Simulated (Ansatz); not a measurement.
# A computed series for Bi2Te3: pressure series

Take Bi₂Te₃ in the Bi2Te3 type structure (space group R-3m, No. 166; a = 4.315 Å, c = 29.619 Å (hexagonal axes)) as the base.

Cell and atoms are relaxed at each pressure.

Calculations: PBEsol-D3(BJ) (Ansatz, an electronic-structure program, PAW, scalar-relativistic without spin-orbit coupling).

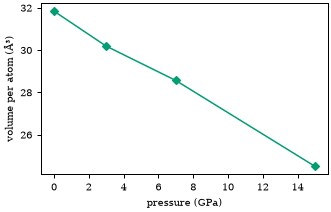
Fig. 1. Volume per atom against pressure

From the plot, what is the volume per atom for pressure 7 GPa?

About 28.6 Å³.

Is the trend monotonic over the range shown?

Yes, it falls throughout, spanning 24.50 Å³ to 31.84 Å³.

A case with no gap was solved on a k-mesh chosen for an insulator, which is coarse for it. From pressure 15 GPa on, the axis ratios lie over 15 % from the base's, so the cell there is far from its starting form. Load acts through the strain it causes; cell and atoms are relaxed under it. No phonon test of stability was made. No other phases were tried under pressure. All final runs are without spin polarisation.
